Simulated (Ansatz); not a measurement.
## PbSe, response to strain

Start from PbSe in the rock salt structure (space group Fm-3m, No. 225).

```yaml
crystal:
  lattice:
    - [0.00000, 3.10889, 3.10889]
    - [3.10889, 0.00000, 3.10889]
    - [3.10889, 3.10889, 0.00000]
  atoms:
    - { symbol: Pb, position: [0.00000, 0.00000, 0.00000] }
    - { symbol: Se, position: [0.50000, 0.50000, 0.50000] }
```

Strains are applied to the cell and any free atomic positions relax.

All numbers come from PBE, PAW, 420 eV (Ansatz, a program for electronic structure; scalar-relativistic without spin-orbit coupling).

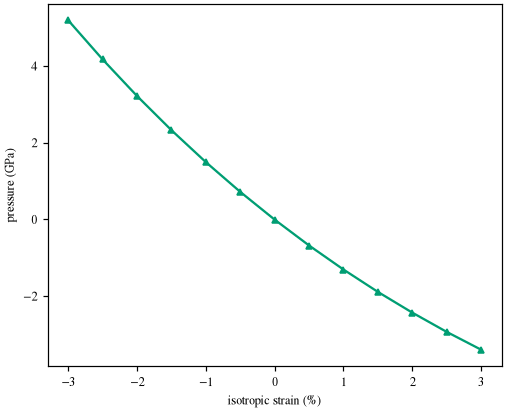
Fig. 1. Pressure against isotropic strain

```tsv
isotropic strain (%)	pressure
-3	5.19 GPa
-2.5	4.17 GPa
-2	3.21 GPa
-1.5	2.32 GPa
-1	1.49 GPa
-0.5	0.71 GPa
0.5	-0.68 GPa
1	-1.31 GPa
1.5	-1.89 GPa
2	-2.43 GPa
2.5	-2.94 GPa
3	-3.40 GPa
```

Stability against distortions was not tested.
